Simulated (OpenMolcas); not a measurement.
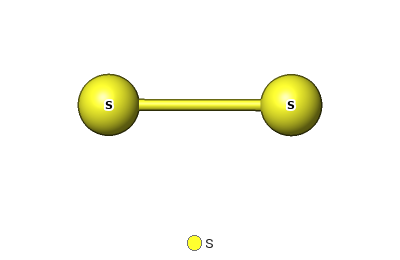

The molecule at the reference distance of 1.921 Å.

# Run report: S₂, relativistic diatomic calculation (part 1 of 2)

System: S₂.
Method: SA-CASSCF(8,6)/XMS-CASPT2 + RASSI spin-orbit (X2C scalar, AMFI), ANO-RCC-VTZP (OpenMolcas).

## Key numbers

- outcome: converged; components of a degenerate state are split by 203 cm⁻¹
- lowest spin-free state: ³Σ
- lowest spin-orbit level: Ω = 0, −797.58627 hartree
- next level: Ω = 1, 18 cm⁻¹
- hardware: 1 thread of Intel Xeon (Granite Rapids), 64 GiB of memory available, shared host
- wall time: 13 s
- peak memory: 0.19 GiB

## Remarks

Caveats: the two components of ¹Δ at 5.73 eV, degenerate in CASSCF as they must be, are split by 203 cm⁻¹ in XMS-CASPT2, an artefact that passes into its spin-orbit levels.

## Input file
```
&GATEWAY
Coord
2
angstrom
S 0.0 0.0 0.0
S 0.0 0.0 1.9210
Basis=ANO-RCC-VTZP
Group=XY
RX2C
AMFI
ANGMom
0.0 0.0 0.0
RICD
&SEWARD
&GUESSORB
&RASSCF
FileOrb=$CurrDir/o31.orb
Symmetry=1
Spin=3
nActEl=8 0 0
Inactive=8 4
RAS2=2 4
CIRoot=5 5 1
Linear
Iterations=120 100
OrbListing=Nothing
PRWF=0.15
>>COPY $Project.RasOrb $CurrDir/o31.orb
>>COPY $Project.rasscf.h5 $CurrDir/r31.h5
&CASPT2
XMultistate=all
Imaginary=0.2
IPEA=0.25
MaxIter=40
>>COPY $Project.JobMix JOB001
&RASSCF
FileOrb=$CurrDir/o11.orb
Symmetry=1
Spin=1
nActEl=8 0 0
Inactive=8 4
RAS2=2 4
CIRoot=6 6 1
Linear
Iterations=120 100
OrbListing=Nothing
PRWF=0.15
>>COPY $Project.RasOrb $CurrDir/o11.orb
>>COPY $Project.rasscf.h5 $CurrDir/r11.h5
&CASPT2
XMultistate=all
Imaginary=0.2
IPEA=0.25
MaxIter=40
>>COPY $Project.JobMix JOB002
&RASSCF
FileOrb=$CurrDir/o32.orb
Symmetry=2
Spin=3
nActEl=8 0 0
Inactive=8 4
RAS2=2 4
CIRoot=4 4 1
Linear
Iterations=120 100
OrbListing=Nothing
PRWF=0.15
>>COPY $Project.RasOrb $CurrDir/o32.orb
>>COPY $Project.rasscf.h5 $CurrDir/r32.h5
&CASPT2
XMultistate=all
Imaginary=0.2
IPEA=0.25
MaxIter=40
>>COPY $Project.JobMix JOB003
&RASSCF
FileOrb=$CurrDir/o12.orb
Symmetry=2
Spin=1
nActEl=8 0 0
Inactive=8 4
RAS2=2 4
CIRoot=2 2 1
Linear
Iterations=120 100
OrbListing=Nothing
PRWF=0.15
>>COPY $Project.RasOrb $CurrDir/o12.orb
>>COPY $Project.rasscf.h5 $CurrDir/r12.h5
&CASPT2
XMultistate=all
Imaginary=0.2
IPEA=0.25
MaxIter=40
>>COPY $Project.JobMix JOB004
&RASSCF
FileOrb=$CurrDir/o52.orb
Symmetry=2
Spin=5
nActEl=8 0 0
Inactive=8 4
RAS2=2 4
CIRoot=2 2 1
Linear
Iterations=120 100
OrbListing=Nothing
PRWF=0.15
>>COPY $Project.RasOrb $CurrDir/o52.orb
>>COPY $Project.rasscf.h5 $CurrDir/r52.h5
&CASPT2
XMultistate=all
Imaginary=0.2
IPEA=0.25
MaxIter=40
>>COPY $Project.JobMix JOB005
&RASSI
Nr of JobIphs=5 5 6 4 2 2
1 2 3 4 5
1 2 3 4 5 6
1 2 3 4
1 2
1 2
SpinOrbit
EJob
Omega
MEES
MESO
Properties=4
'AngMom' 3 'Mltpl  1' 1 'Mltpl  1' 2 'Mltpl  1' 3
Thrs=1.0d-4
>>COPY $Project.rassi.h5 $CurrDir/so.h5
```

The first orbital files come from an earlier step.

Launched with:
```bash
pymolcas m.inp (one call a module block, same work directory)
```

## Log (extracts)
```
++    Wave function specifications:
      Number of closed shell electrons          24
      Number of electrons in active shells       8
      Number of inactive orbitals               12
      Number of active orbitals                  6
      Number of secondary orbitals              50
      Spin quantum number                      1.0
      State symmetry                             1
++    Orbital specifications:
      Symmetry species                           1   2
                                                 a   b
      Frozen orbitals                            0   0
      Inactive orbitals                          8   4
      Active orbitals                            2   4
      RAS2 orbitals                              2   4
      Secondary orbitals                        26  24
      Number of basis functions                 36  32
      printout of CI-coefficients larger than  0.15 for root  1
      energy=    -797.292500
      conf/sym  11 2222     Coeff  Weight
            22  02 22uu  -0.15635 0.02445
            42  02 uu22  -0.97222 0.94520
      printout of CI-coefficients larger than  0.15 for root  2
      energy=    -797.178904
      conf/sym  11 2222     Coeff  Weight
            23  02 2u2u   0.60557 0.36671
            24  02 2uu2   0.35497 0.12600
            40  02 u22u  -0.35497 0.12600
            41  02 u2u2   0.60557 0.36671
      printout of CI-coefficients larger than  0.15 for root  3
      energy=    -797.178904
      conf/sym  11 2222     Coeff  Weight
            23  02 2u2u   0.35497 0.12600
            24  02 2uu2  -0.60557 0.36671
            40  02 u22u   0.60557 0.36671
            41  02 u2u2   0.35497 0.12600
      printout of CI-coefficients larger than  0.15 for root  4
      energy=    -797.174163
      conf/sym  11 2222     Coeff  Weight
            24  02 2uu2  -0.69958 0.48942
            40  02 u22u  -0.69958 0.48942
      printout of CI-coefficients larger than  0.15 for root  5
      energy=    -797.098024
      conf/sym  11 2222     Coeff  Weight
            19  ud 22uu   0.16512 0.02727
            23  02 2u2u   0.65933 0.43471
            39  ud uu22  -0.29509 0.08708
            41  02 u2u2  -0.65933 0.43471
      Natural orbitals and occupation numbers for root  1
      sym 1:   0.038597   1.963462
      sym 2:   1.036643   1.036643   1.962327   1.962327
      Natural orbitals and occupation numbers for root  2
      sym 1:   0.026045   1.975933
      sym 2:   1.498192   1.498192   1.500818   1.500818
      Natural orbitals and occupation numbers for root  3
      sym 1:   0.026045   1.975933
      sym 2:   1.498192   1.498192   1.500818   1.500818
      Natural orbitals and occupation numbers for root  4
      sym 1:   0.026180   1.976025
      sym 2:   1.498106   1.498106   1.500791   1.500791
      Natural orbitals and occupation numbers for root  5
      sym 1:   0.128551   1.878121
      sym 2:   1.464484   1.464484   1.532180   1.532180
      RASSCF energy for state  5                   -797.09802367
::    RASSCF root number  1 Total energy:   -797.29249973
::    RASSCF root number  2 Total energy:   -797.17890430
::    RASSCF root number  3 Total energy:   -797.17890430
::    RASSCF root number  4 Total energy:   -797.17416255
::    RASSCF root number  5 Total energy:   -797.09802367
      Von Neumann Entropy (Root   1) =  1.17268
++    Wave function specifications:
      Number of closed shell electrons           4
      Number of electrons in active shells       8
      Number of inactive orbitals                2
      Number of active orbitals                  6
      Number of secondary orbitals              50
      Spin quantum number                      1.0
      State symmetry                             1
      Number of CSFs                            49
      Number of CASSCF root(s) available         5
      CASPT2 state passed to geometry opt.       5
      A file JOBMIX will be created
      This is a MULTI-STATE CASSCF reference
      Number of CI roots used                    5
      These are:                                 1   2   3   4   5
      Off-diagonal elements of Heff are computed
  FINAL CASPT2 RESULT:
      Reference energy:        -797.2924997348
      E2 (Non-variational):      -0.2907779544
      Shift correction:          -0.0028958756
      E2 (Variational):          -0.2936738300
      Total energy:            -797.5861735648
      Reference weight:           0.88303
  FINAL CASPT2 RESULT:
      Reference energy:        -797.1789042959
      E2 (Non-variational):      -0.2801761263
      Shift correction:          -0.0024272450
      E2 (Variational):          -0.2826033713
      Total energy:            -797.4615076672
      Reference weight:           0.89187
  FINAL CASPT2 RESULT:
      Reference energy:        -797.1789042959
      E2 (Non-variational):      -0.2797909458
      Shift correction:          -0.0024130923
      E2 (Variational):          -0.2822040381
      Total energy:            -797.4611083341
      Reference weight:           0.89219
  FINAL CASPT2 RESULT:
      Reference energy:        -797.1741625468
      E2 (Non-variational):      -0.2797741251
      Shift correction:          -0.0023807724
      E2 (Variational):          -0.2821548974
      Total energy:            -797.4563174442
      Reference weight:           0.89255
  FINAL CASPT2 RESULT:
      Reference energy:        -797.0980236709
      E2 (Non-variational):      -0.3155276336
      Shift correction:          -0.0058814661
      E2 (Variational):          -0.3214090998
      Total energy:            -797.4194327706
      Reference weight:           0.85489
       Total XMS-CASPT2 energies:
::    XMS-CASPT2 Root  1     Total energy:   -797.58617356
::    XMS-CASPT2 Root  2     Total energy:   -797.46150778
::    XMS-CASPT2 Root  3     Total energy:   -797.46110822
::    XMS-CASPT2 Root  4     Total energy:   -797.45632282
::    XMS-CASPT2 Root  5     Total energy:   -797.41942740
++    Wave function specifications:
      Number of closed shell electrons          24
      Number of electrons in active shells       8
      Number of inactive orbitals               12
      Number of active orbitals                  6
      Number of secondary orbitals              50
      Spin quantum number                      0.0
      State symmetry                             1
      printout of CI-coefficients larger than  0.15 for root  1
      energy=    -797.271193
      conf/sym  11 2222     Coeff  Weight
            34  02 22ud   0.21147 0.04472
            50  02 ud22  -0.96059 0.92273
      printout of CI-coefficients larger than  0.15 for root  2
      energy=    -797.271193
      conf/sym  11 2222     Coeff  Weight
            38  02 2022  -0.67924 0.46136
            56  02 0222   0.67924 0.46136
      printout of CI-coefficients larger than  0.15 for root  3
      energy=    -797.252684
      conf/sym  11 2222     Coeff  Weight
            33  02 2220   0.18529 0.03433
            36  02 2202   0.18529 0.03433
            38  02 2022  -0.67230 0.45199
            56  02 0222  -0.67230 0.45199
      printout of CI-coefficients larger than  0.15 for root  4
      energy=    -797.183647
      conf/sym  11 2222     Coeff  Weight
            35  02 2u2d  -0.69590 0.48428
            49  02 u2d2   0.69590 0.48428
      printout of CI-coefficients larger than  0.15 for root  5
      energy=    -797.047634
      conf/sym  11 2222     Coeff  Weight
            32  ud 2022  -0.21894 0.04793
            37  02 2ud2  -0.64997 0.42246
            48  02 u22d   0.64997 0.42246
            55  ud 0222   0.21894 0.04793
      printout of CI-coefficients larger than  0.15 for root  6
      energy=    -797.047634
      conf/sym  11 2222     Coeff  Weight
            28  ud 22ud   0.15307 0.02343
            35  02 2u2d   0.64997 0.42246
            47  ud ud22   0.30963 0.09587
            49  02 u2d2   0.64997 0.42246
      Natural orbitals and occupation numbers for root  1
      sym 1:   0.036612   1.965421
      sym 2:   1.056680   1.056680   1.942303   1.942303
      Natural orbitals and occupation numbers for root  2
      sym 1:   0.036612   1.965421
      sym 2:   1.056680   1.056680   1.942303   1.942303
      Natural orbitals and occupation numbers for root  3
      sym 1:   0.036694   1.965206
      sym 2:   1.077937   1.077937   1.921113   1.921113
      Natural orbitals and occupation numbers for root  4
      sym 1:   0.030297   1.971656
      sym 2:   1.496924   1.496924   1.502100   1.502100
      Natural orbitals and occupation numbers for root  5
      sym 1:   0.130879   1.877317
      sym 2:   1.461610   1.461610   1.534292   1.534292
      Natural orbitals and occupation numbers for root  6
      sym 1:   0.130879   1.877317
      sym 2:   1.461610   1.461610   1.534292   1.534292
      RASSCF energy for state  6                   -797.04763386
::    RASSCF root number  1 Total energy:   -797.27119271
::    RASSCF root number  2 Total energy:   -797.27119271
::    RASSCF root number  3 Total energy:   -797.25268381
::    RASSCF root number  4 Total energy:   -797.18364663
::    RASSCF root number  5 Total energy:   -797.04763386
::    RASSCF root number  6 Total energy:   -797.04763386
      Von Neumann Entropy (Root   1) =  1.18504
++    Wave function specifications:
      Number of closed shell electrons           4
      Number of electrons in active shells       8
      Number of inactive orbitals                2
      Number of active orbitals                  6
      Number of secondary orbitals              50
      Spin quantum number                      0.0
      State symmetry                             1
      Number of CSFs                            57
      Number of CASSCF root(s) available         6
      CASPT2 state passed to geometry opt.       6
      A file JOBMIX will be created
      This is a MULTI-STATE CASSCF reference
      Number of CI roots used                    6
      These are:                                 1   2   3   4   5   6
      Off-diagonal elements of Heff are computed
  FINAL CASPT2 RESULT:
      Reference energy:        -797.2711927076
      E2 (Non-variational):      -0.2921431946
      Shift correction:          -0.0028984853
      E2 (Variational):          -0.2950416799
      Total energy:            -797.5662343875
      Reference weight:           0.88258
  FINAL CASPT2 RESULT:
      Reference energy:        -797.2711927076
      E2 (Non-variational):      -0.2919974715
      Shift correction:          -0.0028855327
      E2 (Variational):          -0.2948830041
      Total energy:            -797.5660757117
      Reference weight:           0.88279
  FINAL CASPT2 RESULT:
      Reference energy:        -797.2526838100
      E2 (Non-variational):      -0.2930853896
      Shift correction:          -0.0028856652
      E2 (Variational):          -0.2959710548
      Total energy:            -797.5486548648
      Reference weight:           0.88248
  FINAL CASPT2 RESULT:
      Reference energy:        -797.1836466347
      E2 (Non-variational):      -0.2851557502
      Shift correction:          -0.0027497400
      E2 (Variational):          -0.2879054901
      Total energy:            -797.4715521249
      Reference weight:           0.88703
  FINAL CASPT2 RESULT:
      Reference energy:        -797.0476338600
      E2 (Non-variational):      -0.3223230160
      Shift correction:          -0.0060047998
      E2 (Variational):          -0.3283278158
      Total energy:            -797.3759616758
      Reference weight:           0.85328
  FINAL CASPT2 RESULT:
      Reference energy:        -797.0476338600
      E2 (Non-variational):      -0.3224797095
      Shift correction:          -0.0060198272
      E2 (Variational):          -0.3284995366
      Total energy:            -797.3761333966
      Reference weight:           0.85308
       Total XMS-CASPT2 energies:
::    XMS-CASPT2 Root  1     Total energy:   -797.56625073
::    XMS-CASPT2 Root  2     Total energy:   -797.56605937
::    XMS-CASPT2 Root  3     Total energy:   -797.54865486
::    XMS-CASPT2 Root  4     Total energy:   -797.47155212
::    XMS-CASPT2 Root  5     Total energy:   -797.37650954
::    XMS-CASPT2 Root  6     Total energy:   -797.37558553
++    Wave function specifications:
      Number of closed shell electrons          24
      Number of electrons in active shells       8
      Number of inactive orbitals               12
      Number of active orbitals                  6
      Number of secondary orbitals              50
      Spin quantum number                      1.0
      State symmetry                             2
      printout of CI-coefficients larger than  0.15 for root  1
      energy=    -797.111001
      conf/sym  11 2222     Coeff  Weight
            14  u2 2udu   0.15028 0.02258
            39  u2 u202  -0.21614 0.04672
            42  u2 u022   0.95105 0.90449
      printout of CI-coefficients larger than  0.15 for root  2
      energy=    -797.111001
      conf/sym  11 2222     Coeff  Weight
            11  u2 2u20   0.21614 0.04672
            37  u2 u2ud  -0.16005 0.02562
            48  u2 0u22   0.95105 0.90449
      printout of CI-coefficients larger than  0.15 for root  3
      energy=    -797.092467
      conf/sym  11 2222     Coeff  Weight
            56  0u u222  -0.98470 0.96964
      printout of CI-coefficients larger than  0.15 for root  4
      energy=    -797.092467
      conf/sym  11 2222     Coeff  Weight
            54  0u 2u22   0.98470 0.96964
      Natural orbitals and occupation numbers for root  1
      sym 1:   1.014425   1.981556
      sym 2:   1.038610   0.141975   1.863870   1.959564
      Natural orbitals and occupation numbers for root  2
      sym 1:   1.014425   1.981556
      sym 2:   0.141975   1.038610   1.959564   1.863870
      Natural orbitals and occupation numbers for root  3
      sym 1:   0.033239   0.998002
      sym 2:   1.009255   1.989197   1.992551   1.977756
      Natural orbitals and occupation numbers for root  4
      sym 1:   0.033239   0.998002
      sym 2:   1.989197   1.009255   1.977756   1.992551
      RASSCF energy for state  4                   -797.09246661
::    RASSCF root number  1 Total energy:   -797.11100114
::    RASSCF root number  2 Total energy:   -797.11100114
::    RASSCF root number  3 Total energy:   -797.09246661
::    RASSCF root number  4 Total energy:   -797.09246661
      Von Neumann Entropy (Root   1) =  1.39545
++    Wave function specifications:
      Number of closed shell electrons           4
      Number of electrons in active shells       8
      Number of inactive orbitals                2
      Number of active orbitals                  6
      Number of secondary orbitals              50
      Spin quantum number                      1.0
      State symmetry                             2
      Number of CSFs                            56
      Number of CASSCF root(s) available         4
      CASPT2 state passed to geometry opt.       4
      A file JOBMIX will be created
      This is a MULTI-STATE CASSCF reference
      Number of CI roots used                    4
      These are:                                 1   2   3   4
      Off-diagonal elements of Heff are computed
  FINAL CASPT2 RESULT:
      Reference energy:        -797.1110011409
      E2 (Non-variational):      -0.3132435421
      Shift correction:          -0.0039882238
      E2 (Variational):          -0.3172317660
      Total energy:            -797.4282329069
      Reference weight:           0.86648
  FINAL CASPT2 RESULT:
      Reference energy:        -797.1110011409
      E2 (Non-variational):      -0.3132435453
      Shift correction:          -0.0039882237
      E2 (Variational):          -0.3172317690
      Total energy:            -797.4282329099
      Reference weight:           0.86648
  FINAL CASPT2 RESULT:
      Reference energy:        -797.0924666065
      E2 (Non-variational):      -SPIN-FREE ENERGIES:
  (Shifted by EMIN (a.u.) =       -797.5861735648)
 SF State       Relative EMIN(au)   Rel lowest level(eV)    D:o, cm**(-1)      Abs_M
     1             0.0000000000        0.0000000000              0.0000         0.0
     6             0.0199228319        0.5421278742           4372.5562         2.0
     7             0.0201141985        0.5473352249           4414.5563         2.0
     8             0.0375187000        1.0209358365           8234.4028         0.0
     9             0.1146214400        3.1190082746          25156.4983         0.0
     2             0.1246657854        3.3923288381          27360.9773         2.0
     3             0.1250653430        3.4032013530          27448.6700         2.0
     4             0.1298507493        3.5334188946          28498.9453         0.0
    12             0.1579406549        4.2977841640          34663.9670         1.0
    13             0.1579406580        4.2977842478          34663.9677         1.0
    14             0.1662135694        4.5229016355          36479.6619         1.0
    15             0.1662135725        4.5229017204          36479.6626         1.0
     5             0.1667461654        4.5373943125          36596.5532         0.0
    16             0.1841406957        5.0107235939          40414.2113         1.0
    17             0.1841406963        5.0107236106          40414.2114         1.0
    10             0.2096640230        5.7052487120          46015.9342         2.0
    11             0.2105880342        5.7303923376          46218.7312         2.0
    18             0.2327660372        6.3338865442          51086.2402         1.0
    19             0.2327660543        6.3338870085          51086.2440         1.0
```

(Continued in part 2.)
